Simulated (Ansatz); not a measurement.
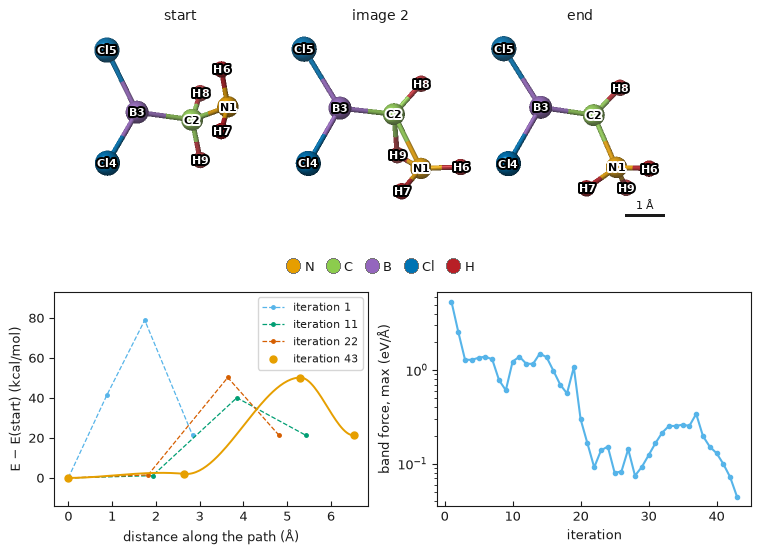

A search for the minimum-energy path of CH4BCl2N by the nudged elastic band. Images are numbered from 0 (start) to 3 (end). The plot follows the band through its iterations. Style: ball-and-stick. Shown at a tilt.

Level of theory: Ansatz 0.2.0, UKS PBE-D4/def2-SVP.

Input file:
```yaml
crystal:
  periodic: [false, false, false]
  atoms:
    - { symbol: "N", position_ang: [-0.994688, 0.16225, 0.841429] }
    - { symbol: C, position_ang: [0.348401, -0.42403, 0.578684] }
    - { symbol: B, position_ang: [0.634895, 0.042227, -0.88947] }
    - { symbol: Cl, position_ang: [0.029158, -0.888315, -2.270967] }
    - { symbol: Cl, position_ang: [1.369647, 1.621806, -1.214276] }
    - { symbol: H, position_ang: [-0.971547, 1.185536, 0.738876] }
    - { symbol: H, position_ang: [-1.683351, -0.18883, 0.1627] }
    - { symbol: H, position_ang: [1.063982, -0.033696, 1.329286] }
    - { symbol: H, position_ang: [0.292103, -1.523248, 0.706837] }
magnetization:
  spin_polarized: true
basis:
  gaussian: { orbitals: def2-SVP }
hamiltonian:
  xc: pbe
  dispersion: d4
neb:
  order_check: false
  images: 2
  f_tol: 0.05
  max_iterations: 60
  climbing: true
  final_atoms:
    - { symbol: "N", position_ang: [-0.76625807, -0.39311639, 0.77214921] }
    - { symbol: C, position_ang: [0.51246813, 0.24928089, 0.41336581] }
    - { symbol: B, position_ang: [0.79426718, 0.38624997, -1.01101707] }
    - { symbol: Cl, position_ang: [-0.48302298, -0.26071085, -2.1863019] }
    - { symbol: Cl, position_ang: [2.2510575, 1.11703169, -1.72852362] }
    - { symbol: H, position_ang: [-1.43631236, 0.20341063, 1.2984794] }
    - { symbol: H, position_ang: [-1.21042714, -0.62014904, -0.15695027] }
    - { symbol: H, position_ang: [1.11457145, 0.55522801, 1.27793074] }
    - { symbol: H, position_ang: [-0.68774371, -1.28352491, 1.3039667] }
  initial_path:
    images:
      - { positions_ang: [[-0.994688, 0.16225, 0.841429], [0.348401, -0.42403, 0.578684], [0.634895, 0.042227, -0.88947], [0.029158, -0.888315, -2.270967], [1.369647, 1.621806, -1.214276], [-0.971547, 1.185536, 0.738876], [-1.683351, -0.18883, 0.1627], [1.063982, -0.033696, 1.329286], [0.292103, -1.523248, 0.706837]] }
      - { positions_ang: [[-0.94242054, -0.04710197, 0.8741878], [0.38749637, -0.3738763, 0.49856275], [0.64028818, 0.140762, -0.98777827], [-0.08559841, -0.65659013, -2.39802434], [1.74702661, 1.54006044, -1.29852175], [-1.10856914, 1.0153558, 0.79402963], [-1.62250863, -0.46809217, 0.21344136], [1.11309664, 0.11272578, 1.21383859], [-0.04021108, -1.30954345, 1.07336323]] }
      - { positions_ang: [[-0.86627723, -0.2322241, 0.85109454], [0.44218541, -0.14943934, 0.44345669], [0.69341224, 0.25543632, -1.02829396], [-0.2563254, -0.44738874, -2.36980264], [2.04083011, 1.37180233, -1.46993763], [-1.26349092, 0.68798068, 0.98056409], [-1.46486734, -0.61186518, 0.10689127], [1.12995979, 0.30903379, 1.19672017], [-0.36682665, -1.22963575, 1.27240647]] }
      - { positions_ang: [[-0.76625807, -0.39311639, 0.77214921], [0.51246813, 0.24928089, 0.41336581], [0.79426718, 0.38624997, -1.01101707], [-0.48302298, -0.26071085, -2.1863019], [2.2510575, 1.11703169, -1.72852362], [-1.43631236, 0.20341063, 1.2984794], [-1.21042714, -0.62014904, -0.15695027], [1.11457145, 0.55522801, 1.27793074], [-0.68774371, -1.28352491, 1.3039667]] }
```

Command:
```bash
ansatz run input.yaml --threads 2 --pin off --max-ram 3072MiB --backend cpu --events-out ev --progress --plain --runs-dir out
```

How did the profile develop, and is the result final?

The run is converged, with reservations. The band converged in 43 iterations. The largest component of the band force went from 5.4 to 0.045 eV/Å. The climbing image converged on the top of the path. Its curvatures weren't checked. So few images resolve the path coarsely. The first iteration put the highest image at 78.9 kcal/mol. The highest point, image 2, lies 50.2 kcal/mol above the start and 28.9 kcal/mol above the end; the end is at +21.3 kcal/mol relative to the start.

The run took 120 s on 2 threads of Intel(R) Xeon(R) 6975P-C (Granite Rapids) (shared host), peak memory 0.18 GiB.
